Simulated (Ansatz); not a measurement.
**SrMn2, from a guessed structure to a relaxed one**

Starting from a made-up structure for SrMn2, the aim is the relaxed cell, its shortest contacts and, where a second run follows, its electronic structure.

Main program and level: Ansatz 0.2.0; DFT, PBE, plane-wave PAW, files of the set soft_1, scalar-relativistic, ferromagnetic start, cell and ions relaxed at zero pressure; PAW set soft_1, in the first sound run; inputs show where later runs differ.

In doubt: warnings of the run leave room for a lower electronic state, so energies may not be the lowest and differences between runs may mislead.

### 1. Starting point

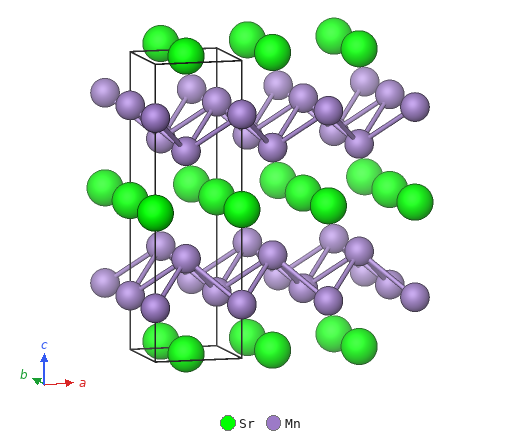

Start, viewed slightly off an axis; strontium green, manganese light purple. 3×2×1 cells are drawn. This picture shows the conventional cell, with its axes. Some periodic images of atoms are drawn too.

### 2. Relaxing cell and atoms

The guessed cell has no reason to be at equilibrium. It is relaxed with the atoms, within the space group of the guess.

File input.yaml:

```yaml
crystal:
  lattice:
    - [-1.767, 1.767, 5.9005]
    - [1.767, -1.767, 5.9005]
    - [1.767, 1.767, -5.9005]
  atoms:
    - { symbol: Sr, position: [0.5, 0.5, 0.0] }
    - { symbol: Mn, position: [0.1806, 0.1806, 0.0], spin: 4.0 }
    - { symbol: Mn, position: [0.8194, 0.8194, 0.0], spin: 4.0 }
magnetization:
  spin_polarized: true
kpoints:
  mp_grid: { grid: [11, 11, 11] }
scf:
  occupations: { method: fermi_dirac, width: 0.05 }
hamiltonian:
  xc: pbe
  pseudopotentials: { kind: paw, azcp: { folder: soft_1 } }
relax:
  f_tol: 0.015
  max_steps: 70
  cell: {}
output:
  forces: true
  stress: true
```

Command:

```
$ ansatz run input.yaml --threads 4 --pin off --max-ram 10240MiB --backend cpu --events-out ev --progress --plain --runs-dir out
```

Numbers of over 12 decimals in the logs are rounded to 6 here.

The program printed:

```text
basis.fft_grid_basis auto: the FFT boxes are laid along the combinations [[1, 0, 1], [0, 1, 1], [0, 0, 1]] of the cell's own vectors, 3.534, 3.534 and 6.408 Å long. The dense box has 24×24×45 points. Along the cell's own vectors, as sized, it would have 45×45×45, 3.52 times as many. Of the 16 symmetry operations that the crystal satisfies within crystal.symmetry.tolerance (time reversal apart; of a slab, those that k [...]
Engine: ansatz 0.2.0, aarch64-unknown-linux-gnu
Pseudopotentials: kind: paw
Pseudopotential: Sr, paw, valence charge 10, recommended cutoff 420 eV (normal), soft_1/Sr.paw.azcp
Pseudopotential: Mn, paw, valence charge 15, recommended cutoff 420 eV (normal), soft_1/Mn.paw.azcp
Functional definition: PBE
  parameter kappa = 0.804
  parameter beta = 0.066725
  exchange = pbe_x(kappa = kappa, mu = beta*pi^2/3)
  correlation = pbe_c(beta = beta)
Crystal: 3 atoms, lattice volume = 73.692 Å³
Basis set: ecut = 420 eV, 1419 PW (Γ), FFT grids on a1+a3, a2+a3, a3, exchange–correlation on 48×48×90 points (8 copies of the dense FFT grid, shifted against one another)
Bands: 29, of which v1, the nominal top of the filled ones, is band 20 counted from 1 (19 counted from 0)
Symmetry: 16 space group operations
Space group: I4/mmm (ITA 139), of the structure as read, at distance tolerance 4.2e-5 Å
Magnetic group: BNS 139.531 (UNI 1191), of the structure as read, at distance tolerance 4.2e-5 Å
k-points: 126 of 1331
Non-local potential: Sr, projectors of the file, l = 0: 3, l = 1: 2, l = 2: 2
Non-local potential: Mn, projectors of the file, l = 0: 3, l = 1: 2, l = 2: 3, l = 3: 1
PAW form: soft (Blöchl's): semilocal exchange-correlation on the pseudo side does not see the compensation charge
PAW one-centre angular grid: Sr, 110 points (default); XC on 64 Gauss nodes
PAW one-centre angular grid: Mn, 590 points (default); XC on 64 Gauss nodes
Initial density: superposition of atomic densities (chi_scale 0.1, normalization cell, long waves kept (reshape's long-wave potential 0.01 eV rms))
Starting moments: Σ|m| = 8 μB on 2 of 3 sites
Initial wavefunctions: pseudopotential atomic-orbital guess
Functional: x = pbe(κ = 0.804, μ = 0.219515), c = pbe(β = 0.066725)
SCF iter   1: F=—  HF=-11339.529446 eV  |F-HF|=—  |Δ(HF+E_count)|=         —  Δρ=2.93e-2 (↑1.22e-2 ↓2.93e-2)  dr2=3.08e0  dr2_m=8.95e-2  M=8.226 μB ∫|m|=8.465 μB  β_m=0.30  ethr=3.10e-3  ⟨swp⟩=8.4  Hψ=39490  notcnv=0
Mixer restart at iter 1: flushing history
preconditioner: auto → Kerker (q_TF=auto, 2.464 Å⁻¹)  [metal: Δε(μ)=0.001 eV  Ē_g=8.536 eV  σ=0.050 eV  W_gap=0.00  n_scr=20 (ndim 8)  ℏωp=20.3 eV  f_vac=0.000  D(μ)=2.81/eV (n_scr^D=24)]
spin=Collinear: Kerker preconditioning applied to the charge; magnetization (m = ρ↑ − ρ↓) channel mixes plain (no charge-response kernel on spin).
SCF iter   2: F=—  HF=-11339.129362 eV  |F-HF|=—  |Δ(HF+E_count)|=   4.00e-1  Δρ=1.68e-2 (↑1.40e-2 ↓1.68e-2)  dr2=1.04e0  dr2_m=1.13e-1  M=8.235 μB ∫|m|=8.488 μB  β_m=0.43  ethr=3.10e-3  ⟨swp⟩=2.4  Hψ=12343  notcnv=0  defer=343
SCF iter   3: F=—  HF=-11339.259785 eV  |F-HF|=—  |Δ(HF+E_count)|=   1.30e-1  Δρ=1.02e-2 (↑1.02e-2 ↓5.08e-3)  dr2=1.54e-1  dr2_m=2.38e-2  M=8.185 μB ∫|m|=8.486 μB  β_m=0.57  ethr=2.60e-3  ⟨swp⟩=2.0  Hψ=9072  notcnv=0  defer=351
SCF iter   4: F=—  HF=-11339.444295 eV  |F-HF|=—  |Δ(HF+E_count)|=         —  Δρ=4.63e-3 (↑4.09e-3 ↓4.63e-3)  dr2=4.64e-2  dr2_m=1.22e-3  M=8.114 μB ∫|m|=8.464 μB  β_m=0.57  ethr=3.86e-4  ⟨swp⟩=2.1  Hψ=12239  notcnv=0  defer=359
Mixer restart at iter 4: flushing history
SCF iter   5: F=—  HF=-11339.474077 eV  |F-HF|=—  |Δ(HF+E_count)|=   2.98e-2  Δρ=2.80e-3 (↑1.46e-3 ↓2.80e-3)  dr2=8.40e-3  dr2_m=1.96e-3  M=8.094 μB ∫|m|=8.453 μB  β_m=0.75  ethr=1.16e-4  ⟨swp⟩=2.0  Hψ=11491  notcnv=0  defer=360
SCF iter   6: F=—  HF=-11339.479354 eV  |F-HF|=—  |Δ(HF+E_count)|=   5.28e-3  Δρ=1.82e-3 (↑1.35e-3 ↓1.82e-3)  dr2=9.90e-3  dr2_m=1.36e-4  M=8.085 μB ∫|m|=8.455 μB  β_m=0.73  ethr=2.10e-5  ⟨swp⟩=2.2  Hψ=12318  notcnv=0  defer=359
SCF iter   7: F=—  HF=-11339.478223 eV  |F-HF|=—  |Δ(HF+E_count)|=   1.13e-3  Δρ=1.21e-3 (↑1.21e-3 ↓6.93e-4)  dr2=1.66e-3  dr2_m=6.71e-5  M=8.084 μB ∫|m|=8.461 μB  β_m=0.86  ethr=2.10e-5  ⟨swp⟩=2.6  Hψ=12368  notcnv=0  defer=362
SCF iter   8: F=—  HF=-11339.478992 eV  |F-HF|=—  |Δ(HF+E_count)|=   7.69e-4  Δρ=2.48e-4 (↑2.48e-4 ↓1.95e-4)  dr2=1.63e-4  dr2_m=1.12e-5  M=8.089 μB ∫|m|=8.466 μB  β_m=0.93  ethr=4.15e-6  ⟨swp⟩=2.1  Hψ=11573  notcnv=0  defer=362
SCF iter   9: F=—  HF=-11339.479045 eV  |F-HF|=—  |Δ(HF+E_count)|=   5.34e-5  Δρ=4.91e-5 (↑3.56e-5 ↓4.91e-5)  dr2=1.29e-5  dr2_m=3.56e-7  M=8.092 μB ∫|m|=8.470 μB  β_m=0.97  ethr=4.07e-7  ⟨swp⟩=2.0  Hψ=9340  notcnv=0  defer=362
SCF iter  10: F=—  HF=-11339.479044 eV  |F-HF|=—  |Δ(HF+E_count)|=   1.36e-6  Δρ=9.24e-6 (↑9.24e-6 ↓7.05e-6)  dr2=2.41e-7  dr2_m=1.58e-8  M=8.092 μB ∫|m|=8.471 μB  β_m=0.98  ethr=3.22e-8  ⟨swp⟩=2.0  Hψ=9352  notcnv=0  defer=362
SCF iter  11: F=—  HF=-11339.479044 eV  |F-HF|=—  |Δ(HF+E_count)|=   1.61e-7  Δρ=3.91e-6 (↑2.28e-6 ↓3.91e-6)  dr2=2.33e-8  dr2_m=2.45e-9  M=8.092 μB ∫|m|=8.471 μB  β_m=0.99  ethr=6.03e-10  ⟨swp⟩=2.0  Hψ=10121  notcnv=0  defer=362
SCF iter  12: F=-11339.479044 eV  HF=-11339.479044 eV  |F-HF|=3.54e-9  |Δ(HF+E_count)|=   1.73e-8  Δρ=1.52e-6 (↑7.57e-7 ↓1.52e-6)  dr2=4.96e-9  dr2_m=1.98e-10  M=8.092 μB ∫|m|=8.471 μB  ethr=5.82e-11  ⟨swp⟩=2.2  Hψ=22623  notcnv=0
SCF 1 converged in 12 iterations: F = -11339.479044 eV  dr2 = 4.96e-9
  greatest PAW one-centre occupation: 1.000 electrons in one spin orbital (limit 2), on the Mn atom at site 2 (counted from 0), in its partial waves of l = 0
relax step   1: F+E_penalty+E_count = -11339.47904378 eV  Δ(F+E_penalty+E_count) = +0.000e0 eV  max|allowed force component| = 1.120e0 eV/Å  Δτ_max = 0.0000 Å  P = -0.932 GPa  Ω = 73.692 Å³  (12 SCF iters, dr2 threshold 1.00e-7 eV, accepted)
Crystal: 3 atoms, lattice volume = 73.508 Å³
Initial density: handed on by an earlier stage of this run
Starting moments: Σ|m| = 8 μB on 2 of 3 sites; this step starts from the density that it was given
Initial wavefunctions: those handed on with the density
iter 1 solved again at ethr=1.13e-3 eV; its pass at ethr=3.10e-3 eV (dr2=4.52e-1 eV) is discarded
SCF iter   1: F=—  HF=-11339.708705 eV  |F-HF|=—  |Δ(HF+E_count)|=         —  Δρ=1.48e-2 (↑1.10e-2 ↓1.48e-2)  dr2=4.34e-1  dr2_m=9.10e-2  M=7.839 μB ∫|m|=8.181 μB  β_m=0.30  ethr=1.13e-3  ⟨swp⟩=1.0  Hψ=39244  notcnv=0
[...]
SCF iter   8: F=-11339.742994 eV  HF=-11339.742994 eV  |F-HF|=8.65e-8  |Δ(HF+E_count)|=   1.44e-7  Δρ=7.04e-6 (↑2.86e-6 ↓7.04e-6)  dr2=1.09e-7  dr2_m=4.73e-9  M=7.775 μB ∫|m|=8.167 μB  ethr=1.57e-10  ⟨swp⟩=2.7  Hψ=23996  notcnv=0
SCF 3 converged in 8 iterations: F = -11339.742994 eV  dr2 = 1.09e-7
relax step   3: F+E_penalty+E_count = -11339.74299396 eV  Δ(F+E_penalty+E_count) = -8.865e-3 eV  max|allowed force component| = 3.548e-2 eV/Å  Δτ_max = 0.0335 Å  P = +0.055 GPa  Ω = 71.980 Å³  energy of the carried Pulay correction = +6.142e-4 eV  (8 SCF iters, dr2 threshold 3.00e-7 eV, accepted)
[...]
relax step   4: F+E_penalty+E_count = -11339.74358544 eV  Δ(F+E_penalty+E_count) = -5.915e-4 eV  max|allowed force component| = 1.252e-3 eV/Å  Δτ_max = 0.0056 Å  P = -0.017 GPa  Ω = 72.057 Å³  energy of the carried Pulay correction = +5.861e-4 eV  (7 SCF iters, dr2 threshold 1.19e-7 eV, accepted)
[...]
relax step   5: F+E_penalty+E_count = -11339.74371897 eV  Δ(F+E_penalty+E_count) = -1.335e-4 eV  max|allowed force component| = 5.238e-3 eV/Å  Δτ_max = 0.0000 Å  P = +0.002 GPa  Ω = 72.026 Å³  energy of the carried Pulay correction = +5.975e-4 eV  (6 SCF iters, dr2 threshold 4.63e-8 eV, accepted)
Initial wavefunctions: pseudopotential atomic-orbital guess (no wavefunctions were taken with the density)
iter 1 solved again at ethr=4.36e-6 eV; its pass at ethr=3.10e-3 eV (dr2=1.75e-3 eV) is discarded
SCF iter   1: F=—  HF=-11339.743061 eV  |F-HF|=—  |Δ(HF+E_count)|=         —  Δρ=2.03e-5 (↑1.64e-5 ↓2.03e-5)  dr2=4.50e-7  dr2_m=1.16e-8  M=7.784 μB ∫|m|=8.176 μB  β_m=0.65  ethr=4.36e-6  ⟨swp⟩=3.3  Hψ=57039  notcnv=0
eigensolver tolerance schedule: the retry pair's looser diagonalisation over-reported the residual by 3877.47 of it (diagonalisation noise at an unbounded share of the residual, at the tolerance the schedule requests for it); recorded, not acted on — ethr = c·dr2/N_el stays at c = 1.0e-1
preconditioner: auto → Kerker (q_TF=auto, 2.014 Å⁻¹)  [metal: Δε(μ)=0.002 eV  Ē_g=8.710 eV  σ=0.050 eV  W_gap=0.01  n_scr=10 (ndim 8)  ℏωp=20.5 eV  f_vac=0.000  D(μ)=3.36/eV (n_scr^D=32)]
spin=Collinear: Kerker preconditioning applied to the charge; magnetization (m = ρ↑ − ρ↓) channel mixes plain (no charge-response kernel on spin).
SCF iter   2: F=—  HF=-11339.743065 eV  |F-HF|=—  |Δ(HF+E_count)|=   3.68e-6  Δρ=8.59e-6 (↑8.59e-6 ↓8.07e-6)  dr2=1.39e-7  dr2_m=2.43e-9  M=7.784 μB ∫|m|=8.176 μB  β_m=0.64  ethr=1.13e-9  ⟨swp⟩=3.2  Hψ=15519  notcnv=0
SCF iter   3: F=—  HF=-11339.743065 eV  |F-HF|=—  |Δ(HF+E_count)|=   4.61e-8  Δρ=5.60e-6 (↑5.60e-6 ↓3.22e-6)  dr2=3.35e-8  dr2_m=1.09e-9  M=7.784 μB ∫|m|=8.176 μB  β_m=0.51  ethr=3.47e-10  ⟨swp⟩=2.0  Hψ=9381  notcnv=0
SCF iter   4: F=—  HF=-11339.743065 eV  |F-HF|=—  |Δ(HF+E_count)|=   2.87e-8  Δρ=2.60e-6 (↑1.19e-6 ↓2.60e-6)  dr2=6.01e-9  dr2_m=6.29e-10  M=7.784 μB ∫|m|=8.176 μB  β_m=0.76  ethr=8.37e-11  ⟨swp⟩=2.2  Hψ=11263  notcnv=0
SCF iter   5: F=—  HF=-11339.743065 eV  |F-HF|=—  |Δ(HF+E_count)|=   4.88e-8  Δρ=2.37e-6 (↑9.10e-7 ↓2.37e-6)  dr2=6.00e-9  dr2_m=1.31e-9  M=7.784 μB ∫|m|=8.176 μB  β_m=0.88  ethr=1.50e-11  ⟨swp⟩=2.5  Hψ=12310  notcnv=0
SCF iter   6: F=—  HF=-11339.743065 eV  |F-HF|=—  |Δ(HF+E_count)|=   2.65e-8  Δρ=4.97e-7 (↑4.01e-7 ↓4.97e-7)  dr2=7.56e-10  dr2_m=6.85e-11  M=7.784 μB ∫|m|=8.176 μB  β_m=0.91  ethr=1.50e-11  ⟨swp⟩=2.3  Hψ=12269  notcnv=0
SCF iter   7: F=—  HF=-11339.743065 eV  |F-HF|=—  |Δ(HF+E_count)|=  2.55e-11  Δρ=2.88e-7 (↑2.88e-7 ↓2.42e-7)  dr2=2.19e-10  dr2_m=2.71e-12  M=7.784 μB ∫|m|=8.176 μB  β_m=0.96  ethr=1.89e-12  ⟨swp⟩=2.1  Hψ=9246  notcnv=0
SCF iter   8: F=—  HF=-11339.743065 eV  |F-HF|=—  |Δ(HF+E_count)|=  2.46e-10  Δρ=2.83e-8 (↑2.01e-8 ↓2.83e-8)  dr2=1.63e-12  dr2_m=1.04e-13  M=7.784 μB ∫|m|=8.176 μB  β_m=0.98  ethr=1.00e-12  ⟨swp⟩=2.0  Hψ=9366  notcnv=0
SCF iter   9: F=-11339.743065 eV  HF=-11339.743065 eV  |F-HF|=1.82e-12  |Δ(HF+E_count)|=  5.46e-12  Δρ=9.43e-9 (↑8.26e-9 ↓9.43e-9)  dr2=2.06e-13  dr2_m=8.62e-15  M=7.784 μB ∫|m|=8.176 μB  ethr=1.00e-12  ⟨swp⟩=4.8  Hψ=29133  notcnv=0
SCF 6 converged in 9 iterations: F = -11339.743065 eV  dr2 = 2.06e-13
relax step   6: F+E_penalty+E_count = -11339.74306487 eV  Δ(F+E_penalty+E_count) = +6.541e-4 eV  max|allowed force component| = 5.161e-3 eV/Å  Δτ_max = 0.0000 Å  P = +0.010 GPa  Ω = 72.026 Å³  stress off target by 2.79e-2 GPa  SCF on the basis re-selected at this cell (its energy is not comparable with the rows above)  (9 SCF iters)
basis re-selected at this cell: Δ(F+E_penalty+E_count) = +6.541e-4 eV, ΔP = +0.008 GPa vs the last step (what re-selecting the basis moved, of the pressure what is left beyond the Pulay correction that the steps carried, after the strain that the cell walked since its last selection, with what the two solves' SCF thresholds leave and, on support functions, any second-order correction that the steps lacked; it is no m [...]
WARN: an SCF from antiferromagnetic starting moments (0.00, -4.00, 4.00 Bohr magnetons, atom by atom) was not made, by what the run has read of turns of its moments that order reads lower: the deck asks for what bars it, or types moments that do (magnetization.spin_polarized, in the input reference, names some of the keys), or the run goes by scf.lower_state_search: light, the default, which as a rule tries one only behind a close that has lost an order of both signs, or on which an open d or half-filled 4f shell of a PAW file has lost a moment that was set nearer to Hund's than to what is left; [rest of the remark cut]
SCF converged after 9 iterations
Magnetization: 7.7839 μB (23.8919 up, 16.1081 down)
Absolute magnetization: 8.1752 μB (∫|ρ↑−ρ↓|, with the PAW one-centre terms)
Spin contamination: 0.3275 ħ² per cell (⟨S²⟩ above its minimum at these occupations)
Per-site moments (μB) at R_I (Å): [(-0.066643, 1.403345), (3.802495, 1.135292), (3.802495, 1.135292)]
Free energy (F): -11339.743065 eV
Harris-Foulkes:  -11339.743065 eV  (|F-HF|=1.82e-12)
Internal energy: -11339.715423 eV  (E = F + TS)
E sigma→0 (E₀):  -11339.729244 eV
Entropy (-TS):   -0.027642 eV (-9.214 meV/atom)
Fermi energy:    9.718388 eV
--- Per-component energies (eV) ---
  E_band       = -705.077190
  E_kinetic    = 858.980849
  E_local      = -6302.871795  (includes V_loc(G=0)·N_el)
  E_nonlocal   = 1162.401365
  E_hartree    = 2377.084841
  E_xc         = -388.132628
  E_vxc        = -427.262368  (∫ρ·V_xc dr)
  E_paw        = -5351.107330  (= ΣΔE_a)
  E_vpaw       = -750.495154  (= ΣTr[D̂ρ^β])
  E_aug_tail   = 0.000195  (compensation charges beyond the density's cutoff)
  E_ewald      = -3696.070920
  E_smearing   = -0.027642  (= −TS)
  E_closure    = -0.000000  (closes the sum)
  Σ components = -11339.743065   (vs F -11339.743065, Δ=0.00e0)
--- Forces (eV/Å), atoms counted from 1 ---
  atom   1  Sr     0.00000000     0.00000000     0.00000000
  atom   2  Mn    -0.00000000     0.00000000     0.00516097
  atom   3  Mn     0.00000000     0.00000000    -0.00516097
  max |Σ_I F_I| component: 3.47e-18 eV/Å
--- Stress (GPa, compression-positive) ---
        0.027879      -0.000000       0.000000
       -0.000000       0.027879      -0.000000
        0.000000       0.000000      -0.024681
  P = ⅓ Tr σ = 0.0104 GPa (0.104 kbar)
--- Relaxed structure (5 steps of the walk, 5 accepted, 1 SCFs on fresh bases) ---
  F+E_penalty+E_count = -11339.74306487 eV   max|allowed force component| = 5.161e-3 eV/Å   (the final SCF, on the basis selected at the relaxed cell)
  cell:  # Å, volume = 72.0256 Å³
    - [-1.760116, 1.760116, 5.812252]
    - [1.760116, -1.760116, 5.812252]
    - [1.760116, 1.760116, -5.812252]
  atoms:
    - { symbol: Sr, position: [0.500000, 0.500000, 0] }
    - { symbol: Mn, position: [0.199495, 0.199495, 0] }
    - { symbol: Mn, position: [0.800505, 0.800505, 0] }
```

It took 56 s on 4 threads of Arm Neoverse V1, shared host; peak memory 0.65 GiB; 3.5 min of CPU time.

The steps of the relaxation:

```csv
step,energy less that of the first step (eV),largest force component (eV/Å),pressure (GPa),volume (Å³)
1,0.0000,1.1199,-0.93,73.69
2,-0.2551,0.1626,-0.89,73.51
3,-0.2640,0.0355,0.05,71.98
4,-0.2645,0.0013,-0.02,72.06
5,-0.2647,0.0052,0.00,72.03
6*,-0.2640,0.0052,0.01,72.03
```

Relaxation steps marked * repeat the geometry before them on a plane-wave basis chosen anew for their cell, so energy and pressure can jump there.

Forces are held to the 16 operations that the run works with; a distortion that breaks them can't arise in this run.

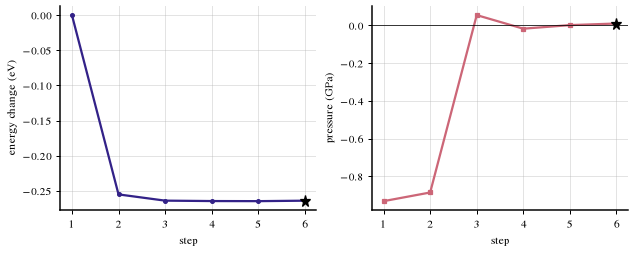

Energy and pressure along the relaxation. Stars mark steps on a basis chosen anew.

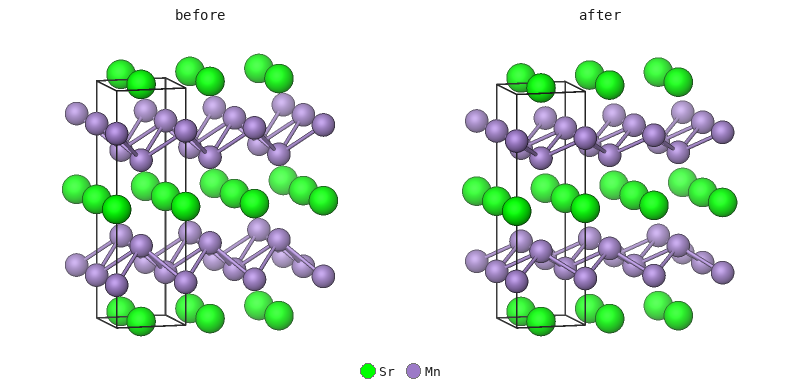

Before and after, at one scale.

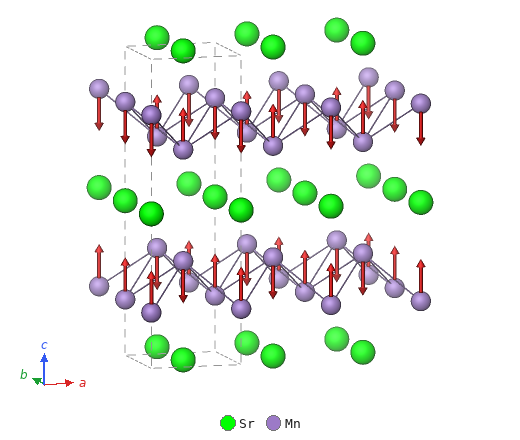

Displacements in the relaxation, exaggerated, measured against the changing cell; the longest in the cell stands for 0.22 Å. 3×2×1 conventional cells are drawn. Some periodic images of atoms are drawn too.

```csv
"conventional cell, symmetrised",before,after,change
a (Å),3.534,3.520,-0.4 %
b (Å),3.534,3.520,-0.4 %
c (Å),11.801,11.625,-1.5 %
volume (Å³/atom),24.56,24.01,-2.3 %
```

The atoms that moved most (Å, as changes of fractional coordinates times the final cell):

```csv
atom,dx,dy,dz,length
Mn2,0.000,0.000,0.220,0.220
Mn3,0.000,0.000,-0.220,0.220
```

Final coordinates:

```xyz
3
Lattice="-1.7601 1.7601 5.8123 1.7601 -1.7601 5.8123 1.7601 1.7601 -5.8123" Properties=species:S:1:pos:R:3 pbc="T T T"
Sr    0.0000    0.0000    5.8123
Mn    0.0000    0.0000    2.3190
Mn    0.0000    0.0000    9.3055
```

This step gave:

| Quantity | Value |
| --- | --- |
| free energy | -11339.7431 eV |
| energy at zero smearing | -11339.7292 eV |
| smearing term TS | 0.02764 eV |
| Fermi energy | 9.718 eV |
| magnetization | 7.784 μB |
| absolute magnetization | 8.175 μB |
| site moments | -0.06664, 3.802, 3.802 μB |
| electrons | 40 |
| symmetry operations | 16 |
| pressure | 0.01036 GPa |

Site moment by atom:

```csv
atom,site moment (μB)
Sr1,-0.07
Mn2,3.80
Mn3,3.80
```

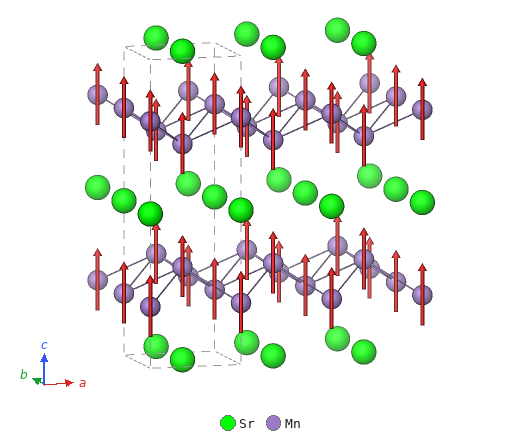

Site moment as arrows, the longest 3.80 μB. Up and down stand for the sign. Arrows give size and sign along the axis of quantisation, drawn up and down the page. 3×2×1 conventional cells are drawn. Some periodic images of atoms are drawn too.

The shortest distance of each pair, which need not be the same contact before and after:

```csv
pair,guess (Å),relaxed (Å)
Mn–Mn,2.988,2.752
Mn–Sr,3.284,3.402
Sr–Sr,3.534,3.520
```

The relaxation ends with a largest force component of 0.0052 eV/Å and a pressure of 0.01 GPa.

(Part 1 of 2 ends here.)

[Logs are printed without paths, hosts, clocks, repeated set-up lines and the standing remarks that a program may print on its own settings, such as how far it seeks lower states.]

[Hosts, paths, dates, database ids (printed as entryN), source tags and the programs' standing remarks are cut or masked in the printed files.]
